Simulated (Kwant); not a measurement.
Model system: GaAs/Al0.3Ga0.7As stack with 3 barriers. One parabolic valley. Leads of mass 0.067 mₑ with the band edge at 0; grid 0.1 nm; bias swept from 0.0096 to 0.36 V, dropping linearly over the stack. Emitter Fermi level 0.032 eV, 77 K, equal in the collector.

```csv
layer,thickness (nm),band offset (eV),mass (mₑ)
1,3,0.24,0.092
2,2.9,0,0.067
3,3,0.24,0.092
4,2.9,0,0.067
5,3,0.24,0.092
```

Constants are typed, rounded textbook-type inputs, not results; the design itself was drawn at random and stands for no fabricated device.

Model: one-band effective-mass tight-binding model in one dimension, coherent, no space charge, current by the Tsu-Esaki formula (Kwant).

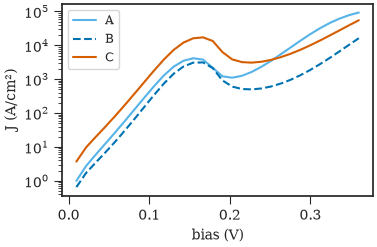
Fig. 1. J (A/cm²) of 3 runs

| bias (V) | A | B | C |
|---|---|---|---|
| 0.009600 | 0.993 | 0.649 | 3.69 |
| 0.02168 | 2.74 | 1.71 | 9.70 |
| 0.04585 | 12.7 | 6.99 | 40.2 |
| 0.07001 | 59.4 | 31.0 | 176 |
| 0.08210 | 131 | 68.8 | 383 |
| 0.1063 | 633 | 349 | 1830 |
| 0.1304 | 2360 | 1460 | 7390 |
| 0.1425 | 3510 | 2380 | 12100 |
| 0.1667 | 3800 | 3130 | 17200 |
| 0.1908 | 1220 | 921 | 6320 |
| 0.2150 | 1260 | 514 | 3200 |
| 0.2271 | 1640 | 500 | 3090 |
| 0.2513 | 3510 | 611 | 3730 |
| 0.2754 | 8670 | 963 | 5660 |
| 0.2875 | 13700 | 1310 | 7400 |
| 0.3117 | 31900 | 2770 | 13800 |
| 0.3358 | 61400 | 6590 | 27600 |
| 0.3600 | 93200 | 16300 | 55200 |

**Question.** Column A is the base. The others each differ by one change: thickness of the first barrier 3 → 1.8 nm; width of the first well 2.9 → 2.3 nm. Which is which?

**Answer.** B: width of the first well 2.9 → 2.3 nm; C: thickness of the first barrier 3 → 1.8 nm.
